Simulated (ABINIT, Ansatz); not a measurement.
# KI (Fm-3m): modes at Γ and the response to a field, part 2 of 2

Which modes does KI (Fm-3m) have at the zone centre?

ABINIT 10.8.3; DFT LDA, scalar-relativistic, plane waves, PseudoDojo norm-conserving pseudopotentials.

So far. Step 5 (Zone-centre response): The acoustic modes at Γ come out as far as 0.3 cm⁻¹ from zero, where they should vanish, a small numerical error; the Born charges miss their sum rule by 4.0e-4 e, which is good. The relaxed cell has a = 6.818 Å (conventional setting).

### 6. Zone-centre analysis

anaddb reads the merged derivatives, imposes the acoustic sum rule and charge neutrality, and adds the LO-TO term along chosen directions.

The input, anaddb.abi:

```
ddb_filepath "gamma_DDB"
output_file "anaddb.abo"
outdata_prefix "anaddb"
asr 1
chneut 1
enunit 2
eivec 1
nph1l 1
qph1l 0.0 0.0 0.0 1.0
dieflag 1
nph2l 3
qph2l 
    1.0 0.0 0.0 0.0
    0.0 0.0 1.0 0.0
    1.0 1.0 1.0 0.0
```

The input, mrgddb.in:

```
gamma_DDB
merged
2
dfpt_gammao_DS2_DDB
gso_DDB
```

Launch:

```bash
$ mrgddb < mrgddb.in > mrgddb.log
$ OMP_NUM_THREADS=1 anaddb anaddb.abi > anaddb.log
```

anaddb.abo, the main output file:

```text
[banners, grids, parts of the stress and lines that vanish by symmetry left out]
-outvars_anaddb: echo values of input variables ----------------------

 Flags :
[...]
Dielectric Tensor and Effective Charges
[...]
Effective charge tensors after
[...]
Phonon wavevector (reduced coordinates) :  0.00000  0.00000  0.00000
 Phonon energies in Hartree :
[...]
Phonon energies in meV     :
-  0.000000E+00  0.000000E+00  0.000000E+00  1.422223E+01  1.422223E+01
-  1.422223E+01
 Phonon frequencies in cm-1    :
-  0.000000E+00  0.000000E+00  0.000000E+00  1.147100E+02  1.147100E+02
-  1.147100E+02
 Phonon frequencies in Thz     :
-  0.000000E+00  0.000000E+00  0.000000E+00  3.438919E+00  3.438919E+00
-  3.438919E+00
 Phonon energies in Kelvin  :
-  0.000000E+00  0.000000E+00  0.000000E+00  1.650421E+02  1.650421E+02
-  1.650421E+02
[...]
-  1  0.00000000E+00  0.00000000E+00 -1.81786943E-03
-     0.00000000E+00  0.00000000E+00  0.00000000E+00
-  2  0.00000000E+00  0.00000000E+00 -1.81786721E-03
-     0.00000000E+00  0.00000000E+00  0.00000000E+00
[...]
-  1  0.00000000E+00  1.81786943E-03  0.00000000E+00
-     0.00000000E+00  0.00000000E+00  0.00000000E+00
-  2  0.00000000E+00  1.81786721E-03  0.00000000E+00
-     0.00000000E+00  0.00000000E+00  0.00000000E+00
[...]
-  1  1.81786943E-03  0.00000000E+00  0.00000000E+00
-     0.00000000E+00  0.00000000E+00  0.00000000E+00
-  2  1.81786721E-03  0.00000000E+00  0.00000000E+00
-     0.00000000E+00  0.00000000E+00  0.00000000E+00
[...]
-  1  0.00000000E+00  0.00000000E+00 -3.27507824E-03
-     0.00000000E+00  0.00000000E+00  0.00000000E+00
-  2  0.00000000E+00  0.00000000E+00  1.00902788E-03
-     0.00000000E+00  0.00000000E+00  0.00000000E+00
[...]
-  1  0.00000000E+00 -3.27507824E-03  0.00000000E+00
-     0.00000000E+00  0.00000000E+00  0.00000000E+00
-  2  0.00000000E+00  1.00902788E-03  0.00000000E+00
-     0.00000000E+00  0.00000000E+00  0.00000000E+00
[...]
-  1  3.27507824E-03  0.00000000E+00  0.00000000E+00
-     0.00000000E+00  0.00000000E+00  0.00000000E+00
-  2 -1.00902788E-03  0.00000000E+00  0.00000000E+00
-     0.00000000E+00  0.00000000E+00  0.00000000E+00
[...]
-     1          0.000000     0.000000    -0.000001     0.000001
-     2          0.000000     0.000001     0.000000     0.000001
-     3          0.000001    -0.000000     0.000000     0.000001
-     4          0.000019     0.000017    -1.382648     1.382648
-     5          0.000004    -1.382648    -0.000017     1.382648
-     6          1.382648     0.000004     0.000019     1.382648
[...]
-   1     Real    0.0000E+00  0.0000E+00  0.0000E+00  0.0000E+00  0.0000E+00  0.0000E+00  0.0000E+00
[...]
-   2     Real    0.0000E+00  0.0000E+00  0.0000E+00  0.0000E+00  0.0000E+00  0.0000E+00  0.0000E+00
[...]
-   3     Real    0.0000E+00  0.0000E+00  0.0000E+00  0.0000E+00  0.0000E+00  0.0000E+00  0.0000E+00
[...]
-   4     Real    0.0000E+00  0.0000E+00  2.2452E-05  0.0000E+00 -3.0558E-10 -2.8382E-10  2.2452E-05
[...]
-   5     Real    0.0000E+00  2.2452E-05  0.0000E+00 -5.7356E-11  0.0000E+00  2.8382E-10  2.2452E-05
[...]
-   6     Real    2.2452E-05  0.0000E+00  0.0000E+00  5.7352E-11  3.0558E-10  0.0000E+00  2.2452E-05
[...]
Phonon at Gamma, with non-analyticity in the
[...]
Phonon energies in Hartree :
[...]
Phonon energies in meV     :
-  0.000000E+00  0.000000E+00  0.000000E+00  1.422223E+01  1.422223E+01
-  1.809530E+01
 Phonon frequencies in cm-1    :
-  0.000000E+00  0.000000E+00  0.000000E+00  1.147100E+02  1.147100E+02
-  1.459484E+02
 Phonon frequencies in Thz     :
-  0.000000E+00  0.000000E+00  0.000000E+00  3.438919E+00  3.438919E+00
-  4.375424E+00
 Phonon energies in Kelvin  :
-  0.000000E+00  0.000000E+00  0.000000E+00  1.650421E+02  1.650421E+02
-  2.099872E+02
[...]
-  1  0.00000000E+00  0.00000000E+00 -1.81786943E-03
-     0.00000000E+00  0.00000000E+00  0.00000000E+00
-  2  0.00000000E+00  0.00000000E+00 -1.81786721E-03
-     0.00000000E+00  0.00000000E+00  0.00000000E+00
[...]
Phonon at Gamma, with non-analyticity in the
[...]
Phonon energies in Hartree :
[...]
Phonon energies in meV     :
-  0.000000E+00  0.000000E+00  0.000000E+00  1.422223E+01  1.422223E+01
-  1.809530E+01
 Phonon frequencies in cm-1    :
-  0.000000E+00  0.000000E+00  0.000000E+00  1.147100E+02  1.147100E+02
-  1.459484E+02
 Phonon frequencies in Thz     :
-  0.000000E+00  0.000000E+00  0.000000E+00  3.438919E+00  3.438919E+00
-  4.375424E+00
 Phonon energies in Kelvin  :
-  0.000000E+00  0.000000E+00  0.000000E+00  1.650421E+02  1.650421E+02
-  2.099872E+02
[...]
Phonon at Gamma, with non-analyticity in the
[...]
Phonon energies in Hartree :
[...]
Phonon energies in meV     :
-  0.000000E+00  0.000000E+00  0.000000E+00  1.422223E+01  1.422223E+01
-  1.809530E+01
 Phonon frequencies in cm-1    :
-  0.000000E+00  0.000000E+00  0.000000E+00  1.147100E+02  1.147100E+02
-  1.459484E+02
 Phonon frequencies in Thz     :
-  0.000000E+00  0.000000E+00  0.000000E+00  3.438919E+00  3.438919E+00
-  4.375424E+00
 Phonon energies in Kelvin  :
-  0.000000E+00  0.000000E+00  0.000000E+00  1.650421E+02  1.650421E+02
-  2.099872E+02
[...]
-  1  3.11158799E-06 -1.81784290E-03 -9.27325032E-06
-     0.00000000E+00  0.00000000E+00  0.00000000E+00
-  2  3.11130044E-06 -1.81784096E-03 -9.27352275E-06
-     0.00000000E+00  0.00000000E+00  0.00000000E+00
[...]
-  1  1.81786509E-03  3.09934113E-06  2.32290697E-06
-     0.00000000E+00  0.00000000E+00  0.00000000E+00
-  2  1.81786315E-03  3.09962099E-06  2.32318777E-06
-     0.00000000E+00  0.00000000E+00  0.00000000E+00
[...]
-  1  3.52920357E-04  2.11911255E-03 -2.47203291E-03
-     0.00000000E+00  0.00000000E+00  0.00000000E+00
-  2 -1.08732205E-04 -6.52883223E-04  7.61615428E-04
-     0.00000000E+00  0.00000000E+00  0.00000000E+00
[...]
-  1  2.65069906E-03 -1.63098753E-03 -1.01971154E-03
-     0.00000000E+00  0.00000000E+00  0.00000000E+00
-  2 -8.16661176E-04  5.02495440E-04  3.14165737E-04
-     0.00000000E+00  0.00000000E+00  0.00000000E+00
[...]
Direction                     Dielectric constant
[...]
0.00000   0.00000   1.00000      5.05377213
   1.00000   1.00000   1.00000      5.05377213
-
```

Elapsed: 0.55 s, on 1 thread of Arm Neoverse N1, shared host.

Numbers from this step:

```
mean static dielectric constant      : 5.054
highest mode moved by the LO-TO term : 145.9 cm⁻¹
```

No LO-TO term; unit eigenvectors of the mass-weighted matrix, from anaddb's displacements. Modes at Γ, with each element's share of the kinetic energy:

| mode | frequency (cm⁻¹) | symmetry | K % | I % |
| --- | --- | --- | --- | --- |
| 1 | 0.0 | acoustic | 24 | 76 |
| 2 | 0.0 | acoustic | 24 | 76 |
| 3 | 0.0 | acoustic | 24 | 76 |
| 4 | 114.7 | T1u | 76 | 24 |
| 5 | 114.7 | T1u | 76 | 24 |
| 6 | 114.7 | T1u | 76 | 24 |

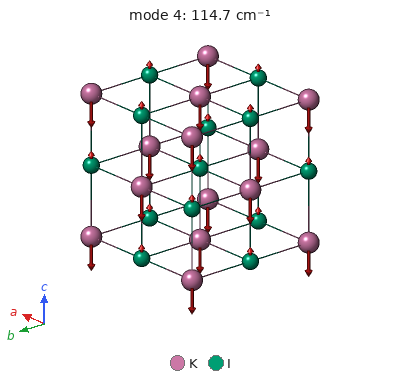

Displacement patterns of mode 4 at Γ; arrows are exaggerated. Some periodic images of atoms are drawn too.

Trace of the oscillator strength, degenerate modes summed. Lines of the infrared spectrum (strongest = 100):

| position (cm⁻¹) | lines merged | IR intensity, relative |
| --- | --- | --- |
| 115 | 3 | 100 |

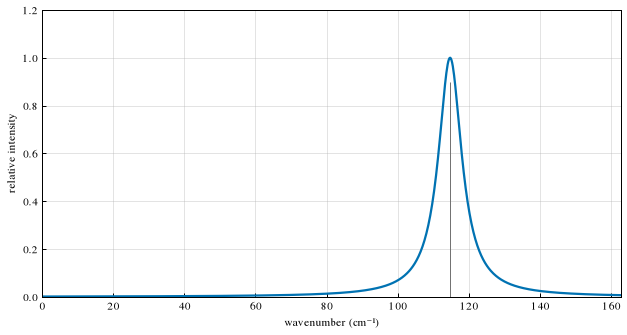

The infrared spectrum, broadened with Lorentzians of width 8 cm⁻¹; bars mark the lines.

Static dielectric tensor (ions relaxed, fixed cell):

```
5.05 0.00 0.00
0.00 5.05 0.00
0.00 0.00 5.05
```

The rule moves no optical mode by more than 0.1 cm⁻¹.

### 7. A second program

The same cell goes through another code at the same cutoff. The files are of one family, but Ansatz's library holds files of its own making for some heavy elements, so those for I may differ. Its k mesh is centred on Γ.

This step: DFT LDA, scalar-relativistic, plane waves, norm-conserving pseudopotentials of its library (PseudoDojo's, some remade) (Ansatz 0.2.0).

The input, input.yaml:

```yaml
crystal:
  lattice:
    - [0.0, 3.4088426093, 3.4088426093]
    - [3.4088426093, 0.0, 3.4088426093]
    - [3.4088426093, 3.4088426093, 0.0]
  atoms:
    - { symbol: K, position: [0.0, 0.0, 0.0] }
    - { symbol: I, position: [0.5, 0.5, 0.5] }
kpoints:
  mp_grid: { grid: [6, 6, 6] }
hamiltonian:
  xc: lda
  pseudopotentials: { kind: nc, accuracy: standard }
scf:
  occupations: { method: fixed }
output:
  eigenvalues: true
basis:
  ecutwfc: 870.764
phonons:
  method: dfpt
  dielectric: true
  rigid_motions: translations
```

Launch:

```bash
$ ansatz run input.yaml --threads 2 --pin off --max-ram 4096MiB --backend cpu --events-out ev --progress --plain --runs-dir out
```

The program printed:

```text
Warning: basis.ecutwfc = 870.764 eV is below the records' recommended 979.609905 eV, and the density's cutoff is lower with it unless basis.ecutrho_ratio is high enough to keep the records' density cutoff: compare with a run at a higher cutoff
Engine: ansatz 0.2.0, aarch64-unknown-linux-gnu
Pseudopotentials: kind: nc
Pseudopotential: K, nc, valence charge 9, recommended cutoff 979.609905 eV (normal), K.nc.azcp (PseudoDojo's, or run here from an input of PseudoDojo's; its table is named by hamiltonian.pseudopotentials.accuracy)
Pseudopotential: I, nc, valence charge 7, recommended cutoff 952.398519 eV (normal), I.nc.azcp (PseudoDojo's, or run here from an input of PseudoDojo's; its table is named by hamiltonian.pseudopotentials.accuracy)
Functional definition: SPW92
  exchange = slater_x
  correlation = pw_c
Crystal: 2 atoms, lattice volume = 79.223 Å³
Basis set: ecut = 870.764 eV, 4645 PW (Γ), exchange–correlation on 96×96×96 points (8 copies of the dense FFT grid, shifted against one another)
Bands: 12, of which v1, the nominal top of the filled ones, is band 8 counted from 1 (7 counted from 0)
Symmetry: 48 space group operations
k-points: 30 of 216 (irreducible under 8 space group operations, time reversal used)
Non-local potential: K, projectors of the file, l = 0: 2, l = 1: 2, l = 2: 2
Non-local potential: I, projectors of the file, l = 0: 2, l = 1: 2, l = 2: 2, l = 3: 2
Initial density: superposition of atomic densities (chi_scale 0.1, normalization cell, long waves kept (reshape's long-wave potential 0.00 eV rms))
Initial wavefunctions: pseudopotential atomic-orbital guess
Functional: x = slater, c = lda
SCF iter   1: F=—  HF=-1171.860480 eV  |F-HF|=—  |Δ(HF+E_count)|=         —  Δρ=2.83e-2  dr2=1.08e0  ethr=3.10e-3  ⟨swp⟩=6.8  Hψ=2440  notcnv=0  defer=48
preconditioner: auto → none  [insulator: Δε(μ)=3.263 eV  Ē_g=13.958 eV  n_scr=14 (ndim 8)  ℏωp=15.6 eV  f_vac=0.000  ε∞_Penn≈2.3]
SCF iter   2: F=—  HF=-1171.348702 eV  |F-HF|=—  |Δ(HF+E_count)|=   5.12e-1  Δρ=5.88e-3  dr2=3.96e-2  ethr=3.10e-3  ⟨swp⟩=3.7  Hψ=1110  notcnv=0  defer=54
SCF iter   3: F=—  HF=-1171.337372 eV  |F-HF|=—  |Δ(HF+E_count)|=   1.13e-2  Δρ=2.85e-3  dr2=5.46e-3  ethr=2.48e-4  ⟨swp⟩=4.0  Hψ=686  notcnv=0  defer=58
SCF iter   4: F=—  HF=-1171.336396 eV  |F-HF|=—  |Δ(HF+E_count)|=   9.76e-4  Δρ=3.14e-4  dr2=1.36e-4  ethr=3.41e-5  ⟨swp⟩=3.2  Hψ=478  notcnv=0  defer=60
SCF iter   5: F=—  HF=-1171.336415 eV  |F-HF|=—  |Δ(HF+E_count)|=   1.96e-5  Δρ=6.81e-5  dr2=4.76e-6  ethr=8.48e-7  ⟨swp⟩=3.1  Hψ=650  notcnv=0  defer=58
SCF iter   6: F=—  HF=-1171.336416 eV  |F-HF|=—  |Δ(HF+E_count)|=   5.19e-7  Δρ=2.36e-5  dr2=7.28e-7  ethr=2.98e-8  ⟨swp⟩=2.1  Hψ=589  notcnv=0  defer=56
SCF iter   7: F=—  HF=-1171.336376 eV  |F-HF|=—  |Δ(HF+E_count)|=   3.95e-5  Δρ=6.16e-6  dr2=5.15e-8  ethr=4.55e-9  ⟨swp⟩=2.4  Hψ=596  notcnv=0  defer=54
SCF iter   8: F=—  HF=-1171.336376 eV  |F-HF|=—  |Δ(HF+E_count)|=   2.23e-8  Δρ=1.04e-6  dr2=9.90e-10  ethr=3.22e-10  ⟨swp⟩=2.4  Hψ=600  notcnv=0  defer=54
SCF iter   9: F=-1171.336376 eV  HF=-1171.336376 eV  |F-HF|=2.05e-12  |Δ(HF+E_count)|=  3.43e-10  Δρ=8.34e-8  dr2=3.83e-12  ethr=1.00e-12  ⟨swp⟩=15.4  Hψ=3769  notcnv=0
SCF 1 converged in 9 iterations: F = -1171.336376 eV  dr2 = 3.83e-12
NSCF: frozen V_eff on 2 k-points
DFPT response loops at Γ: preconditioner auto → none (the input reference at scf.mixing.eps_inf says where Resta's filter doesn't serve); β = 0.50; Broyden in place of MSR1
── the response to a field inside a basis, on 6×6×6 k-points: an SCF that follows is theirs, and a resumed run solves both again ──
Bands: 9, of which v1, the nominal top of the filled ones, is band 8 counted from 1 (7 counted from 0)
k-points: 28 of 216 (irreducible under 12 space group operations)
Initial density: handed on by an earlier stage of this run
Initial wavefunctions: pseudopotential atomic-orbital guess (no wavefunctions were taken with the density)
Eigensolver: Dense (28 Hₖ)
SCF iter   1: F=—  HF=-1171.335201 eV  |F-HF|=—  |Δ(HF+E_count)|=         —  Δρ=1.34e-4  dr2=1.16e-6  ethr=1.00e-1
preconditioner: auto → none  [insulator: Δε(μ)=4.114 eV  Ē_g=12.282 eV  n_scr=14 (ndim 8)  ℏωp=15.6 eV  f_vac=0.010  ε∞_Penn≈2.6]
SCF iter   2: F=—  HF=-1171.335202 eV  |F-HF|=—  |Δ(HF+E_count)|=   6.13e-7  Δρ=6.65e-5  dr2=2.87e-7  ethr=7.27e-9
SCF iter   3: F=-1171.335202 eV  HF=-1171.335202 eV  |F-HF|=8.70e-10  |Δ(HF+E_count)|=   2.17e-7  Δρ=1.54e-6  dr2=1.12e-9  ethr=1.79e-9
SCF 1 converged in 3 iterations: F = -1171.335202 eV  dr2 = 1.12e-9
DFPT response loops at Γ: mixed as the last ones told, above
SCF converged after 9 iterations
Free energy (F): -1171.336376 eV
Harris-Foulkes:  -1171.336376 eV  (|F-HF|=2.05e-12)
Internal energy: -1171.336376 eV  (E = F + TS)
E sigma→0 (E₀):  -1171.336376 eV
Fermi energy:    1.909554 eV
--- Per-component energies (eV) ---
  E_band       = -121.604624
  E_kinetic    = 366.536475
  E_local      = -902.588957  (includes V_loc(G=0)·N_el)
  E_nonlocal   = 172.320347
  E_hartree    = 245.147947
  E_xc         = -278.309483
  E_vxc        = -248.168373  (∫ρ·V_xc dr)
  E_ewald      = -774.442705
  E_smearing   = -0.000000  (= −TS)
  E_closure    = 0.000000  (closes the sum)
  Σ components = -1171.336376   (vs F -1171.336376, Δ=0.00e0)
--- Band table (eV; the first three rows and the last of 30) ---
  k-point 0: bands = [... 4 lower, -8.8900, 1.9096, 1.9096, 1.9096, 5.7754, 8.1452, 8.1452, 8.1452]
  k-point 1: bands = [... 4 lower, -8.7444, 1.3700, 1.7841, 1.7841, 6.4798, 8.0940, 8.4706, 8.4706]
  k-point 2: bands = [... 4 lower, -8.5014, 0.5798, 1.5570, 1.5570, 7.1319, 8.9671, 9.2781, 9.2781]
  k-point 29: bands = [... 4 lower, -8.5966, 0.8465, 1.2162, 1.2173, 7.2664, 8.3405, 9.2678, 10.3607]
--- Phonons (Γ-DFPT): 2 representative perturbations + reference, on 30 of 216 k-points (Σ response iterations 7) ---
  k mesh reduced under 8 symmetry operations, with k and −k counted as one. Each operation leaves every solved perturbation unchanged. A smaller set is not considered because the run solves the response to a homogeneous field
  ASR residual: 2.627e-4 → 0.000e0 eV/Å²; symmetrization residual: 6.842e-7 eV/Å²
  ASR residual per site (eV/Å²): 2.63e-4 1.96e-5
  Γ frequencies (cm⁻¹): 0.00 0.00 0.00 114.63 114.63 114.63
  ε∞ (high-frequency dielectric tensor):
        3.124065    -0.000000     0.000000
       -0.000000     3.124065     0.000000
        0.000000     0.000000     3.124065
  ε⁰ (static dielectric tensor: ions relaxed, cell fixed):
        5.058636     0.000000     0.000000
        0.000000     5.058636     0.000000
        0.000000     0.000000     5.058636
  ε⁰ − ε∞ (ionic part):
        1.934572     0.000000     0.000000
        0.000000     1.934572     0.000000
        0.000000     0.000000     1.934572
  softest optical mode at Γ: 114.63 cm⁻¹; the repairs (sum rule, projections) moved no ω² at Γ by more than (1.36 cm⁻¹)²
  Born effective charges Z* (e; rows j = field, columns β = displacement):
    site 0:
         1.10599    0.00000    0.00000
        -0.00000    1.10599    0.00000
         0.00000    0.00000    1.10599
    site 1:
        -1.10599   -0.00000   -0.00000
         0.00000   -1.10599   -0.00000
        -0.00000   -0.00000   -1.10599
  Z* charge neutrality: 6.491e-4 e pre-enforcement
  solved inside a basis spanned on kpoints, on 6×6×6 k-points, its susceptibility summed on 10×10×10: ε∞ is read to err by 6.4e-3, Z* by 9.9e-3 e (field_mesh: kpoints solves on kpoints); Z* is corrected for what the basis lacks
  optical modes at Γ without the LO–TO term, one row a degenerate level:
      ω (cm⁻¹)  modes    IR ((D/Å)²/amu)
        114.63      3             2.8325
  optical modes at Γ + LO–TO along q̂ = [1.0000, 0.0000, 0.0000]:
      ω (cm⁻¹)  modes    IR ((D/Å)²/amu)
        114.63      2             1.8883
        145.86      1             0.9442
  optical modes at Γ + LO–TO along q̂ = [0.0000, 1.0000, 0.0000]:
      ω (cm⁻¹)  modes    IR ((D/Å)²/amu)
        114.63      2             1.8883
        145.86      1             0.9442
  optical modes at Γ + LO–TO along q̂ = [0.0000, 0.0000, 1.0000]:
      ω (cm⁻¹)  modes    IR ((D/Å)²/amu)
        114.63      2             1.8883
        145.86      1             0.9442
```

The job ended after 61 s (2 threads; peak memory 0.72 GiB; 2 min of CPU time).

Numbers from this step:

```yaml
sum_rule_residual_before_enforcement: 2.63e-4 eV/Å²
miss_of_the_charge_sum_rule: 6.49e-4 e
estimated_error_of_the_dielectric_tensor: 0.006406
estimated_error_of_the_born_charges: 0.009861 e
highest_optical_zone_centre_mode_no_lo_to_term: 114.6 cm⁻¹
lowest_optical_zone_centre_mode: 114.6 cm⁻¹
mean_high_frequency_dielectric_constant: 3.124
mean_static_dielectric_constant: 5.059
```

Transverse modes. Infrared lines, with heights relative to the strongest:

| position (cm⁻¹) | label | IR intensity ((D/Å)²/amu), degenerate modes summed, relative |
| --- | --- | --- |
| 115 | T1u | 100 |

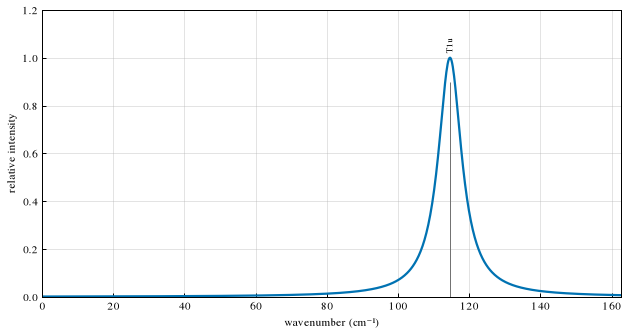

The infrared spectrum, broadened with Lorentzians of width 8 cm⁻¹; bars mark the lines.

### 8. The two compared: ABINIT PseudoDojo and Ansatz, library NC

Worked out from the results:

- root-mean-square difference: 0.08 cm⁻¹
- largest difference: 0.08 cm⁻¹

Frequencies side by side, by row:

| q (reciprocal lattice) | mode | ABINIT PseudoDojo (cm⁻¹) | Ansatz, library NC (cm⁻¹) |
| --- | --- | --- | --- |
| 0 0 0 | 1 | 0 | 0 |
| 0 0 0 | 2 | 0 | 0 |
| 0 0 0 | 3 | 0 | 0 |
| 0 0 0 | 4 | 114.7 | 114.6 |
| 0 0 0 | 5 | 114.7 | 114.6 |
| 0 0 0 | 6 | 114.7 | 114.6 |

The two runs side by side. Further quantities:

| quantity | ABINIT PseudoDojo | Ansatz, library NC |
| --- | --- | --- |
| mean ε∞ | 3.122 | 3.124 |
| largest Born charge in size (e; the first before, the second after the charge sum rule) | 1.106 | 1.106 |
| summed IR intensity ((D/Å)²/amu) | 2.833 | 2.833 |

At the zone centre the largest difference (acoustic modes at Γ apart) is 0.07 % of the highest mode.

### 9. Outcome

```yaml
space_group_after_relaxation: Fm-3m
volume_per_atom: 39.6 Å³
highest_optical_zone_centre_mode_no_lo_to_term: 114.7 cm⁻¹
highest_mode_moved_by_the_lo_to_term: 145.9 cm⁻¹
mean_high_frequency_dielectric_constant: 3.12
largest_born_charge_in_size_third_of_the_trace: 1.11 e
mean_static_dielectric_constant: 5.05
imaginary_optical_modes_at_the_zone_centre_no_q_mesh_in_this_session: none
largest_difference_from_ansatz_library_nc: 0.08 cm⁻¹
```

**Reading.** At the LDA level the optical modes of KI (Fm-3m) at the zone centre (no LO-TO term) lie at 115 cm⁻¹. Along the directions run, the highest mode that the macroscopic field moves lies at 146 cm⁻¹. Lattice motion raises the mean dielectric constant from 3.122 to 5.054. The Born charge of K is 1.106 e against a formal charge of +1, somewhat above it. The Lyddane-Sachs-Teller relation holds: (ωLO/ωTO)² is 1.62 and ε₀/ε∞ is 1.62. ABINIT PseudoDojo and Ansatz, library NC agree to 0.08 cm⁻¹ (0.07 % of the highest mode compared) on all solved modes but the acoustic ones at Γ, without the LO-TO term. These are harmonic frequencies at zero temperature: anharmonic shifts and linewidths and thermal expansion are left out. Spin-orbit coupling is left out, which can matter for the heavy elements here. Ansatz warns that the cutoff lies 11 % under the one recommended for these files; agreement at one cutoff is not convergence.

[Host names and launcher messages were left out of these logs when they were recorded.]

[Logs are printed without paths, hosts, clocks, repeated set-up lines and the standing remarks that a program may print on its own settings, such as how far it seeks lower states.]

[Hosts, paths, dates, database ids (printed as entryN), source tags and the programs' standing remarks are cut or masked in the printed files.]
